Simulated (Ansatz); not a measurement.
**Geometry relaxation, with input and output: SiH3O3F**

SiH3O3F, computed with RKS B3LYP-D4/def2-SVP (Ansatz 0.2.0).

It belongs to a series of runs on one base structure; here: start relaxed.

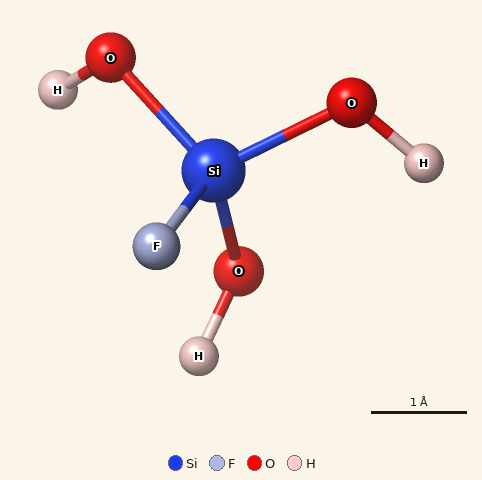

**Figure 1.** The input geometry (ball-and-stick view, seen at a tilt). Bond lengths as drawn: F–Si 1.59 Å, H–O 1.01 Å and O–Si 1.68 Å.

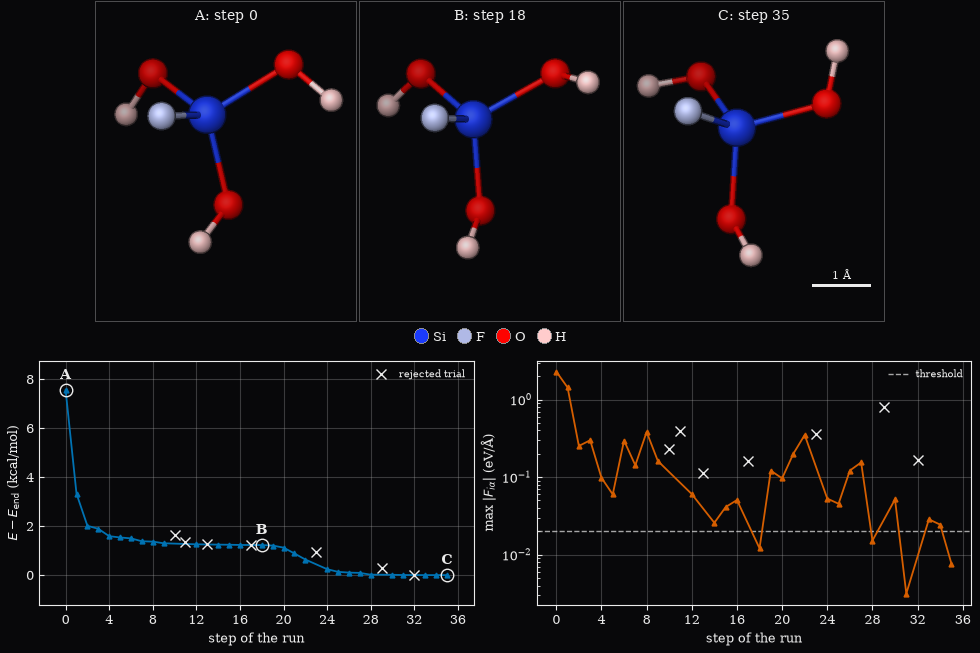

**Figure 2.** Frames of the relaxation (ball-and-stick view, seen at a tilt) above the curves, on which the letters mark them (the first geometry is step 0 here and step 1 in the log).

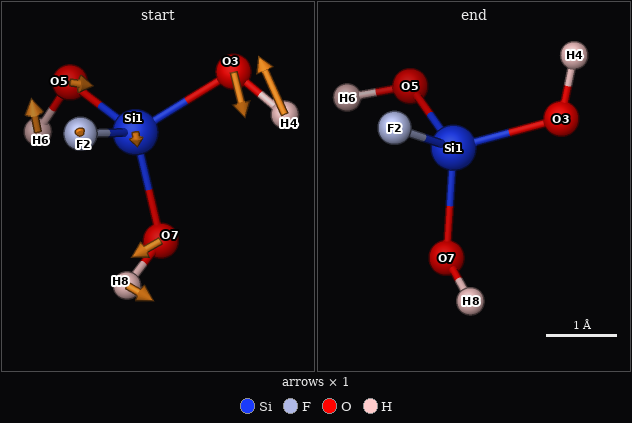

**Figure 3.** Before (left) and after (right) the relaxation, at one scale (ball-and-stick view, seen at a tilt). The orange arrows give the displacements, at true length. The largest move after the best rigid fit is that of H4, 0.94 Å. By element the largest moves are H 0.94 Å, O 0.70 Å, Si 0.24 Å, F 0.13 Å. Among the contacts that change: O3–H4 1.010 → 0.964 Å, Si1–O3 1.680 → 1.639 Å, Si1–F2 1.590 → 1.624 Å. Among the angles that change: Si1–O3–H4 109.5° → 117.8°, Si1–O5–H6 109.5° → 117.8°. The energy falls by 7.56 kcal/mol in 35 geometry steps. Largest force component: 2.3 eV/Å at the start, 0.0076 eV/Å at the end. The line search rejected the trial steps at points 10, 11, 13, 17, 23, 29, 32 (counted from 0) and went back. (Atoms are counted from 1 in the order of the input.)

These pictures come from the run below.

The input
```yaml
crystal:
  periodic: [false, false, false]
  atoms:
    - { symbol: Si, position_ang: [0.0, 0.0, 0.0] }
    - { symbol: F, position_ang: [0.0, 0.0, 1.59] }
    - { symbol: O, position_ang: [1.5842, 0.0, -0.5594] }
    - { symbol: H, position_ang: [1.9006, -0.9521, -0.6761] }
    - { symbol: O, position_ang: [-0.7913, 1.3709, -0.5594] }
    - { symbol: H, position_ang: [-1.7491, 1.1401, -0.7818] }
    - { symbol: O, position_ang: [-0.7913, -1.3709, -0.5594] }
    - { symbol: H, position_ang: [-1.2459, -1.8365, 0.2129] }
basis:
  gaussian: { orbitals: def2-SVP }
hamiltonian:
  xc: b3lyp
  dispersion: d4
relax:
  f_tol: 0.02
  max_steps: 40
```

Launch command:
```bash
ansatz run input.yaml --threads 2 --pin off --max-ram 3072MiB --backend cpu --events-out ev --progress --plain --runs-dir out
```

What the program printed
```
The last accepted step is kept in [file] (removed where the run ends without a failure and the disk answers)
Engine: ansatz 0.2.0, aarch64-unknown-linux-gnu
Functional definition: B3LYP
  parameter a0 = 0.2
  parameter ax = 0.72
  parameter ac = 0.81
  exchange = (1 - a0 - ax)*slater_x + ax*b88_x + a0*exact_x
  correlation = (1 - ac)*vwn_rpa_c + ac*lyp_c
886 factors; integrals over basis functions are off by at most 4.3e-4 eV
mean field evaluation 1: about -16769.0445 eV, gradient 8.3e1 eV
mean field evaluation 2: about -16752.7912 eV, gradient 1.3e2 eV
mean field evaluation 4: about -16780.5799 eV, gradient 4.8e0 eV
mean field evaluation 8: about -16780.6205 eV, gradient 7.4e-2 eV
mean field -16780.62046254 eV, -616.6764276853 hartree, gradient 1.8e-5 eV, S^2 0.000000; 0 other end points of the search recorded, 0 dependent functions left out
the calculation of the forces begins
reference -16780.62065881 eV, -616.6764348981 hartree; 25, 25 occupied and 64, 64 virtual orbitals, 886 factors
relax step   1: F+E_penalty+E_count = -16780.86344255 eV  Δ(F+E_penalty+E_count) = +0.000e0 eV  max|allowed force component| = 2.291e0 eV/Å  Δτ_max = 0.0000 Å  (25 SCF iters, accepted)
these checks for a lower state are left out or cut short: starts, cluster_reference, orbital_swaps, neighbouring_geometries, increment
886 factors; integrals over basis functions are off by at most 4.3e-4 eV
mean field evaluation 16: about -16780.7597 eV, gradient 3.9e0 eV
mean field -16780.80339315 eV, -616.6831502612 hartree, gradient 5.1e-5 eV, S^2 0.000000; 0 other end points of the search recorded, 0 dependent functions left out
[... from here on the field's lines of each further geometry are left out, up to the last ...]
relax step   2: F+E_penalty+E_count = -16781.04697901 eV  Δ(F+E_penalty+E_count) = -1.835e-1 eV  max|allowed force component| = 1.430e0 eV/Å  Δτ_max = 0.0490 Å  (25 SCF iters, accepted)
relax step   3: F+E_penalty+E_count = -16781.10381274 eV  Δ(F+E_penalty+E_count) = -5.683e-2 eV  max|allowed force component| = 2.519e-1 eV/Å  Δτ_max = 0.0371 Å  (24 SCF iters, accepted)
relax step   4: F+E_penalty+E_count = -16781.10910676 eV  Δ(F+E_penalty+E_count) = -5.294e-3 eV  max|allowed force component| = 2.987e-1 eV/Å  Δτ_max = 0.0446 Å  (23 SCF iters, accepted)
relax step   5: F+E_penalty+E_count = -16781.12220597 eV  Δ(F+E_penalty+E_count) = -1.310e-2 eV  max|allowed force component| = 9.803e-2 eV/Å  Δτ_max = 0.0347 Å  (23 SCF iters, accepted)
relax step   6: F+E_penalty+E_count = -16781.12445916 eV  Δ(F+E_penalty+E_count) = -2.253e-3 eV  max|allowed force component| = 5.984e-2 eV/Å  Δτ_max = 0.0271 Å  (24 SCF iters, accepted)
relax step   7: F+E_penalty+E_count = -16781.12607633 eV  Δ(F+E_penalty+E_count) = -1.617e-3 eV  max|allowed force component| = 2.959e-1 eV/Å  Δτ_max = 0.0338 Å  (24 SCF iters, accepted)
relax step   8: F+E_penalty+E_count = -16781.13118062 eV  Δ(F+E_penalty+E_count) = -5.104e-3 eV  max|allowed force component| = 1.419e-1 eV/Å  Δτ_max = 0.0856 Å  (28 SCF iters, accepted)
relax step   9: F+E_penalty+E_count = -16781.13181763 eV  Δ(F+E_penalty+E_count) = -6.370e-4 eV  max|allowed force component| = 3.821e-1 eV/Å  Δτ_max = 0.0895 Å  (27 SCF iters, accepted)
relax step  10: F+E_penalty+E_count = -16781.13475206 eV  Δ(F+E_penalty+E_count) = -2.934e-3 eV  max|allowed force component| = 1.609e-1 eV/Å  Δτ_max = 0.0394 Å  (24 SCF iters, accepted)
relax step  11: F+E_penalty+E_count = -16781.11967348 eV  Δ(F+E_penalty+E_count) = +1.508e-2 eV  max|allowed force component| = 2.294e-1 eV/Å  Δτ_max = 0.2000 Å  (28 SCF iters, rejected (line search))
relax step  12: F+E_penalty+E_count = -16781.13245947 eV  Δ(F+E_penalty+E_count) = +2.293e-3 eV  max|allowed force component| = 3.974e-1 eV/Å  Δτ_max = 0.0983 Å  (27 SCF iters, rejected (line search))
relax step  13: F+E_penalty+E_count = -16781.13659562 eV  Δ(F+E_penalty+E_count) = -1.844e-3 eV  max|allowed force component| = 6.040e-2 eV/Å  Δτ_max = 0.0491 Å  (24 SCF iters, accepted)
relax step  14: F+E_penalty+E_count = -16781.13605012 eV  Δ(F+E_penalty+E_count) = +5.455e-4 eV  max|allowed force component| = 1.138e-1 eV/Å  Δτ_max = 0.0212 Å  (24 SCF iters, rejected (line search))
relax step  15: F+E_penalty+E_count = -16781.13714377 eV  Δ(F+E_penalty+E_count) = -5.482e-4 eV  max|allowed force component| = 2.577e-2 eV/Å  Δτ_max = 0.0106 Å  (24 SCF iters, accepted)
relax step  16: F+E_penalty+E_count = -16781.13736641 eV  Δ(F+E_penalty+E_count) = -2.226e-4 eV  max|allowed force component| = 4.106e-2 eV/Å  Δτ_max = 0.0380 Å  (24 SCF iters, accepted)
relax step  17: F+E_penalty+E_count = -16781.13773411 eV  Δ(F+E_penalty+E_count) = -3.677e-4 eV  max|allowed force component| = 5.064e-2 eV/Å  Δτ_max = 0.0261 Å  (23 SCF iters, accepted)
relax step  18: F+E_penalty+E_count = -16781.13753053 eV  Δ(F+E_penalty+E_count) = +2.036e-4 eV  max|allowed force component| = 1.596e-1 eV/Å  Δτ_max = 0.0242 Å  (24 SCF iters, rejected (line search))
relax step  19: F+E_penalty+E_count = -16781.13799710 eV  Δ(F+E_penalty+E_count) = -2.630e-4 eV  max|allowed force component| = 1.208e-2 eV/Å  Δτ_max = 0.0120 Å  (24 SCF iters, accepted)
relax step  20: F+E_penalty+E_count = -16781.13879469 eV  Δ(F+E_penalty+E_count) = -7.976e-4 eV  max|allowed force component| = 1.211e-1 eV/Å  Δτ_max = 0.0536 Å  (27 SCF iters, accepted)
relax step  21: F+E_penalty+E_count = -16781.14243132 eV  Δ(F+E_penalty+E_count) = -3.637e-3 eV  max|allowed force component| = 9.636e-2 eV/Å  Δτ_max = 0.0844 Å  (26 SCF iters, accepted)
relax step  22: F+E_penalty+E_count = -16781.15275834 eV  Δ(F+E_penalty+E_count) = -1.033e-2 eV  max|allowed force component| = 2.005e-1 eV/Å  Δτ_max = 0.1266 Å  (29 SCF iters, accepted)
relax step  23: F+E_penalty+E_count = -16781.16350840 eV  Δ(F+E_penalty+E_count) = -1.075e-2 eV  max|allowed force component| = 3.494e-1 eV/Å  Δτ_max = 0.1898 Å  (28 SCF iters, accepted)
relax step  24: F+E_penalty+E_count = -16781.15057178 eV  Δ(F+E_penalty+E_count) = +1.294e-2 eV  max|allowed force component| = 3.610e-1 eV/Å  Δτ_max = 0.1999 Å  (28 SCF iters, rejected (line search))
relax step  25: F+E_penalty+E_count = -16781.18062580 eV  Δ(F+E_penalty+E_count) = -1.712e-2 eV  max|allowed force component| = 5.286e-2 eV/Å  Δτ_max = 0.0998 Å  (26 SCF iters, accepted)
relax step  26: F+E_penalty+E_count = -16781.18535664 eV  Δ(F+E_penalty+E_count) = -4.731e-3 eV  max|allowed force component| = 4.534e-2 eV/Å  Δτ_max = 0.1000 Å  (28 SCF iters, accepted)
relax step  27: F+E_penalty+E_count = -16781.18669945 eV  Δ(F+E_penalty+E_count) = -1.343e-3 eV  max|allowed force component| = 1.214e-1 eV/Å  Δτ_max = 0.1258 Å  (26 SCF iters, accepted)
relax step  28: F+E_penalty+E_count = -16781.18719053 eV  Δ(F+E_penalty+E_count) = -4.911e-4 eV  max|allowed force component| = 1.546e-1 eV/Å  Δτ_max = 0.0571 Å  (23 SCF iters, accepted)
relax step  29: F+E_penalty+E_count = -16781.19039172 eV  Δ(F+E_penalty+E_count) = -3.201e-3 eV  max|allowed force component| = 1.518e-2 eV/Å  Δτ_max = 0.0527 Å  (23 SCF iters, accepted)
relax step  30: F+E_penalty+E_count = -16781.17838186 eV  Δ(F+E_penalty+E_count) = +1.201e-2 eV  max|allowed force component| = 8.064e-1 eV/Å  Δτ_max = 0.0790 Å  (27 SCF iters, rejected (line search))
relax step  31: F+E_penalty+E_count = -16781.19056321 eV  Δ(F+E_penalty+E_count) = -1.715e-4 eV  max|allowed force component| = 5.159e-2 eV/Å  Δτ_max = 0.0225 Å  (23 SCF iters, accepted)
relax step  32: F+E_penalty+E_count = -16781.19098335 eV  Δ(F+E_penalty+E_count) = -4.201e-4 eV  max|allowed force component| = 3.146e-3 eV/Å  Δτ_max = 0.0281 Å  (23 SCF iters, accepted)
relax step  33: F+E_penalty+E_count = -16781.19068540 eV  Δ(F+E_penalty+E_count) = +2.980e-4 eV  max|allowed force component| = 1.645e-1 eV/Å  Δτ_max = 0.0506 Å  (23 SCF iters, rejected (line search))
relax step  34: F+E_penalty+E_count = -16781.19111071 eV  Δ(F+E_penalty+E_count) = -1.274e-4 eV  max|allowed force component| = 2.857e-2 eV/Å  Δτ_max = 0.0253 Å  (23 SCF iters, accepted)
relax step  35: F+E_penalty+E_count = -16781.19113660 eV  Δ(F+E_penalty+E_count) = -2.588e-5 eV  max|allowed force component| = 2.439e-2 eV/Å  Δτ_max = 0.0053 Å  (23 SCF iters, accepted)
the calculation of the forces begins
reference -16780.94703260 eV, -616.6884289136 hartree; 25, 25 occupied and 64, 64 virtual orbitals, 886 factors
relax step  36: F+E_penalty+E_count = -16781.19116399 eV  Δ(F+E_penalty+E_count) = -2.740e-5 eV  max|allowed force component| = 7.624e-3 eV/Å  Δτ_max = 0.0072 Å  (24 SCF iters, accepted)
886 factors; integrals over basis functions are off by at most 4.0e-4 eV
mean field evaluation 224: about -16780.9468 eV, gradient 2.4e-3 eV
mean field -16780.94684349 eV, -616.6884219639 hartree, gradient 4.5e-5 eV, S^2 0.000000; 1 other end points of the search recorded, 0 dependent functions left out
the calculation of the forces begins
reference -16780.94703260 eV, -616.6884289136 hartree; 25, 25 occupied and 64, 64 virtual orbitals, 886 factors
Total energy: -16781.19135310 eV, -616.6974075265 hartree
Atom 0 at    -0.129943    -0.190559    -0.066549 Å, force    -0.001070    -0.002772     0.002684 eV/Å
Atom 1 at    -0.022797     0.041047     1.536831 Å, force    -0.001069    -0.000496    -0.000403 eV/Å
Atom 2 at     1.336009    -0.658360    -0.630804 Å, force     0.005751     0.007624     0.000447 eV/Å
Atom 3 at     2.077660    -0.053767    -0.512531 Å, force    -0.003929    -0.005889    -0.002208 eV/Å
Atom 4 at    -0.585580     1.215820    -0.774038 Å, force    -0.001514    -0.000186     0.000448 eV/Å
Atom 5 at    -1.439938     1.587643    -0.526751 Å, force     0.001001     0.001762    -0.001553 eV/Å
Atom 6 at    -1.244971    -1.355463    -0.359787 Å, force     0.001504     0.000832     0.000548 eV/Å
Atom 7 at    -1.083239    -2.234862     0.000428 Å, force    -0.000674    -0.000874     0.000038 eV/Å
Dipole moment:     0.006537     0.010736     0.092989 e Å
```

Trajectory as extended XYZ (Å, eV, eV/Å), 13 of the 36 frames kept, from step=1 to step=36
```
8
Properties=species:S:1:pos:R:3:forces:R:3 step=1 energy=-16780.86344
Si    0.0000    0.0000    0.0000    0.3998   0.5623  -2.2912
F     0.0000    0.0000    1.5900   -0.1049  -0.1346   0.9978
O     1.5842    0.0000   -0.5594   -0.5551  -1.8041   0.1773
H     1.9006   -0.9521   -0.6761   -0.5101   1.8626   0.1812
O    -0.7913    1.3709   -0.5594   -1.2643  -1.3183   0.0091
H    -1.7491    1.1401   -0.7818    1.8492   0.5351   0.3649
O    -0.7913   -1.3709   -0.5594   -0.5875  -0.3796   2.1168
H    -1.2459   -1.8365    0.2129    0.7728   0.6765  -1.5558
8
Properties=species:S:1:pos:R:3:forces:R:3 step=4 energy=-16781.10911
Si   -0.0268   -0.0281   -0.0053    0.1833   0.2987  -0.2468
F    -0.0017   -0.0163    1.6119   -0.0743  -0.1016   0.0788
O     1.5053    0.0054   -0.5835   -0.1344   0.1144   0.0464
H     1.9012   -0.8600   -0.6915    0.2719  -0.2732  -0.0417
O    -0.7511    1.3375   -0.5509    0.0907  -0.0626   0.1243
H    -1.6576    1.2064   -0.8351   -0.2851   0.0861  -0.0995
O    -0.8225   -1.3918   -0.4890    0.0652   0.1090   0.0104
H    -1.2395   -1.9016    0.2103   -0.1174  -0.1708   0.1280
8
Properties=species:S:1:pos:R:3:forces:R:3 step=7 energy=-16781.12608
Si   -0.0337   -0.0326   -0.0343    0.0504   0.0450   0.0148
F    -0.0039   -0.0437    1.5877    0.0027  -0.0006   0.0000
O     1.4951   -0.0149   -0.6194   -0.1878   0.2959  -0.0250
H     1.9694   -0.8462   -0.6384    0.1662  -0.2741   0.0288
O    -0.7578    1.3375   -0.5623    0.1129  -0.0131   0.0209
H    -1.6812    1.2668   -0.8198   -0.0951  -0.0071  -0.0126
O    -0.8543   -1.3926   -0.4789    0.0054   0.0235  -0.1217
H    -1.2264   -1.9227    0.2322   -0.0546  -0.0695   0.0947
8
Properties=species:S:1:pos:R:3:forces:R:3 step=10 energy=-16781.13475
Si   -0.0412   -0.0601   -0.0830   -0.0172  -0.0406   0.0154
F     0.0530   -0.0951    1.5384    0.0160   0.0060   0.0011
O     1.4628   -0.0488   -0.7245    0.1609  -0.1372   0.0312
H     2.0700   -0.7590   -0.4745   -0.1464   0.1507  -0.0396
O    -0.7503    1.3232   -0.5898   -0.0386   0.0271  -0.0214
H    -1.6981    1.2925   -0.7618    0.0375  -0.0196   0.0069
O    -0.9210   -1.3981   -0.4916   -0.0036   0.0367   0.0390
H    -1.2681   -1.9030    0.2537   -0.0087  -0.0232  -0.0325
8
Properties=species:S:1:pos:R:3:forces:R:3 step=13 energy=-16781.13660
Si   -0.0454   -0.0626   -0.0774   -0.0568   0.0342  -0.0254
F     0.0960   -0.1049    1.5399    0.0040  -0.0170  -0.0156
O     1.4453   -0.0656   -0.7509    0.0604  -0.0269   0.0171
H     2.0739   -0.7258   -0.4385    0.0061   0.0057  -0.0093
O    -0.7509    1.3305   -0.5654   -0.0237  -0.0072  -0.0040
H    -1.6842    1.2838   -0.8001    0.0094  -0.0165   0.0134
O    -0.9617   -1.3750   -0.4851   -0.0072   0.0064   0.0604
H    -1.2659   -1.9288    0.2443    0.0079   0.0213  -0.0366
8
Properties=species:S:1:pos:R:3:forces:R:3 step=16 energy=-16781.13737
Si   -0.0500   -0.0587   -0.0840    0.0068   0.0028  -0.0181
F     0.0930   -0.1016    1.5329    0.0131  -0.0046   0.0101
O     1.4458   -0.0817   -0.7494    0.0137  -0.0124   0.0013
H     2.0855   -0.7247   -0.4231   -0.0411   0.0216   0.0075
O    -0.7466    1.3333   -0.5864    0.0268  -0.0053  -0.0014
H    -1.6891    1.2832   -0.7789   -0.0231   0.0039  -0.0018
O    -0.9999   -1.3494   -0.4813    0.0145   0.0126  -0.0055
H    -1.2315   -1.9488    0.2370   -0.0107  -0.0187   0.0078
8
Properties=species:S:1:pos:R:3:forces:R:3 step=19 energy=-16781.13800
Si   -0.0514   -0.0621   -0.0906    0.0079  -0.0011   0.0043
F     0.1104   -0.1056    1.5251    0.0006  -0.0002  -0.0003
O     1.4406   -0.0969   -0.7638   -0.0036   0.0097  -0.0121
H     2.0915   -0.7023   -0.3931    0.0005  -0.0060   0.0117
O    -0.7440    1.3315   -0.5930   -0.0099  -0.0033  -0.0056
H    -1.6905    1.2870   -0.7704    0.0083   0.0056   0.0036
O    -1.0156   -1.3438   -0.4794   -0.0057   0.0032  -0.0067
H    -1.2339   -1.9564    0.2319    0.0018  -0.0080   0.0051
8
Properties=species:S:1:pos:R:3:forces:R:3 step=21 energy=-16781.14243
Si   -0.0708   -0.0740   -0.1130    0.0066  -0.0034  -0.0252
F     0.1487   -0.0911    1.4977    0.0026   0.0008  -0.0172
O     1.4104   -0.1949   -0.8072    0.0392  -0.0637   0.0811
H     2.1015   -0.6206   -0.2850   -0.0388   0.0542  -0.0559
O    -0.7263    1.3271   -0.6408   -0.0219  -0.0072   0.0027
H    -1.6874    1.3391   -0.7173    0.0107   0.0009  -0.0021
O    -1.1178   -1.3036   -0.4512    0.0118  -0.0227   0.0964
H    -1.1511   -2.0305    0.1838   -0.0102   0.0410  -0.0797
8
Properties=species:S:1:pos:R:3:forces:R:3 step=24 energy=-16781.15057 accepted=F
Si   -0.1016   -0.1304   -0.0585   -0.0963  -0.0987  -0.3610
F     0.1311    0.1748    1.5110    0.0106  -0.0979   0.2482
O     1.3251   -0.6344   -0.6877   -0.0289  -0.0404  -0.0318
H     2.1387   -0.2532   -0.3401   -0.0010   0.0275   0.0154
O    -0.6569    1.2409   -0.7658    0.0437   0.0563   0.1000
H    -1.5765    1.3950   -0.5166   -0.1001   0.2276  -0.1552
O    -1.2785   -1.2530   -0.2931    0.1438  -0.0945   0.1373
H    -1.0742   -2.1883   -0.1824    0.0282   0.0202   0.0470
8
Properties=species:S:1:pos:R:3:forces:R:3 step=27 energy=-16781.18670
Si   -0.1208   -0.1506   -0.0458    0.1214   0.0228  -0.0436
F     0.0789    0.0493    1.5527    0.0098  -0.0020  -0.0328
O     1.3144   -0.6330   -0.6814   -0.0228   0.0229   0.0362
H     2.1258   -0.1745   -0.4322   -0.0973   0.0061   0.0154
O    -0.6156    1.2655   -0.7063    0.0220  -0.0198   0.0139
H    -1.5511    1.4846   -0.6286   -0.0052   0.0149   0.0050
O    -1.2663   -1.2907   -0.3180   -0.0186  -0.0061  -0.0052
H    -1.0582   -2.1991   -0.0736   -0.0093  -0.0387   0.0109
8
Properties=species:S:1:pos:R:3:forces:R:3 step=30 energy=-16781.17838 accepted=F
Si   -0.1279   -0.1903   -0.0623   -0.0158   0.0212   0.0322
F    -0.0173    0.0313    1.5437   -0.0053  -0.0092  -0.0523
O     1.3340   -0.6648   -0.6319    0.8064   0.6359   0.1096
H     2.0919   -0.0462   -0.5169   -0.7946  -0.6325  -0.1098
O    -0.5791    1.2216   -0.7631   -0.3357   0.1344   0.0828
H    -1.4559    1.5781   -0.5440    0.3513  -0.1495  -0.0767
O    -1.2480   -1.3493   -0.3626    0.0165  -0.0868   0.0541
H    -1.0906   -2.2291    0.0040   -0.0228   0.0866  -0.0398
8
Properties=species:S:1:pos:R:3:forces:R:3 step=33 energy=-16781.19069 accepted=F
Si   -0.1316   -0.1925   -0.0658   -0.0101  -0.0075   0.0302
F    -0.0341    0.0434    1.5381   -0.0017  -0.0022  -0.0158
O     1.3360   -0.6629   -0.6221    0.1645   0.1219   0.0065
H     2.0760   -0.0468   -0.5257   -0.1515  -0.1219  -0.0158
O    -0.5835    1.2125   -0.7780   -0.0769   0.0415   0.0176
H    -1.4314    1.5957   -0.5198    0.0766  -0.0332  -0.0248
O    -1.2439   -1.3598   -0.3608    0.0005   0.0091   0.0002
H    -1.0804   -2.2381    0.0008   -0.0013  -0.0077   0.0020
8
Properties=species:S:1:pos:R:3:forces:R:3 step=36 energy=-16781.19116
Si   -0.1299   -0.1906   -0.0665   -0.0011  -0.0028   0.0027
F    -0.0228    0.0410    1.5368   -0.0011  -0.0005  -0.0004
O     1.3360   -0.6584   -0.6308    0.0058   0.0076   0.0004
H     2.0777   -0.0538   -0.5125   -0.0039  -0.0059  -0.0022
O    -0.5856    1.2158   -0.7740   -0.0015  -0.0002   0.0004
H    -1.4399    1.5876   -0.5268    0.0010   0.0018  -0.0016
O    -1.2450   -1.3555   -0.3598    0.0015   0.0008   0.0005
H    -1.0832   -2.2349    0.0004   -0.0007  -0.0009   0.0000
```

Summary

| quantity | value |
| --- | --- |
| outcome | converged |
| total energy | −16781.1914 eV |
| mean-field energy | −16780.9470 eV |
| largest force (length of the vector) at the end | 0.010 eV/Å |
| hardware | 2 threads of Arm Neoverse V2, 24 GiB of memory available, shared host |
| wall time | 68 s (CPU time 99 s) |
| peak memory | 0.16 GiB |
